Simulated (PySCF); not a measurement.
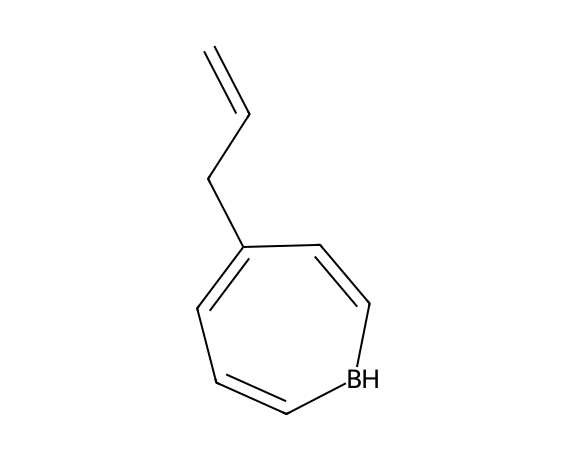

Structural formula above. The geometry was computed by an optimisation with PBE0-D3(BJ)/def2-SVP. No frequency run is at hand to confirm it as a minimum.

Describe the 3D structure.

It has 21 atoms: 9 carbon, 11 hydrogen and 1 boron (C9H11B). Its SMILES string is `C=CCC1=CC=CBC=C1`. Independent rings (smallest set): 1 of 7 members. Among its groups: alkene, B–H bond. The point group is C1. Coordination: 8 C trigonal planar; 1 C tetrahedral; 1 B trigonal planar.

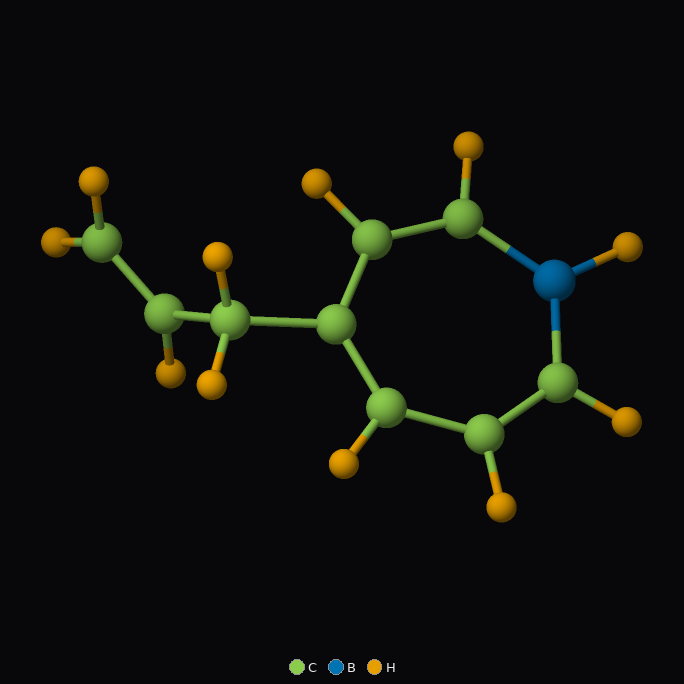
